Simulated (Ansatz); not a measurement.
The reference is KF in the rock salt structure (space group Fm-3m, No. 225; a = 5.4207 Å).

One thing is altered: an isotropic linear strain of −2.50 %; the atoms relax in the strained cell.

The values are results of PBE (Ansatz, a quantum-chemistry and plane-wave program), no spin-orbit coupling, not measurements.

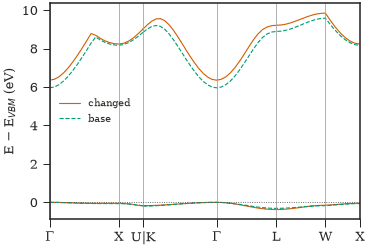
Fig. 1. Highest valence and lowest conduction band along the path, each from its own valence-band maximum

The gap is 6.36 eV, direct at Γ; the base has 5.96 eV.

No phonon test of stability was made.
